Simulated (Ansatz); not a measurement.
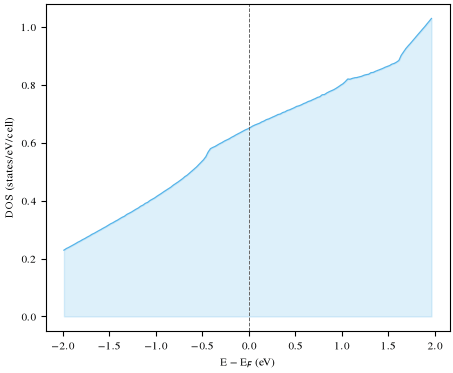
Figure. Density of states of ZrN (Fm-3m) near the Fermi level, Ansatz (a first-principles code) with PBEsol, rigid bands.

### Question
With 2 atoms a cell, what bare Sommerfeld coefficient γ = (π²/3) k_B² N(E_F) follows?

### Answer
N(E_F) ≈ 0.65 states/eV a cell at 300 K, so γ ≈ 0.77 mJ/(mol of atoms·K²), before electron-phonon enhancement.

### Question
How far does the Fermi level move in a rigid band for 0.1 electron a cell added or removed?

### Answer
151 meV and -157 meV.

A metal at this level (no band gap); rigid bands, thermally averaged at 300 K, both spins. Spin-orbit coupling is left out. Geometry: cell and atoms relaxed with PBEsol.
